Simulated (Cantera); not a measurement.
Input: 1 mol CuO, 2.1 mol H₂, 0.17 mol H₂O, held at 1873.15 K.

Equilibrium computed with Cantera from the NASA thermochemical tables; the gas is ideal and each condensed phase is pure. Candidate condensed phases: Cu, CuO, Cu(OH)₂, Cu₂O, H₂O; 12 gas species. Rates play no part.

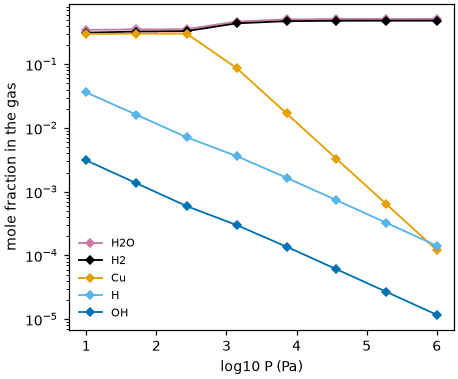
*Equilibrium gas composition (values under 1e-9 drawn at 1e-9)*

From 10.0 Pa to 2.70 mbar nothing is condensed. From 14.0 mbar to 10.0 bar the condensed part is Cu(l). The main Cu-bearing gas is Cu throughout.
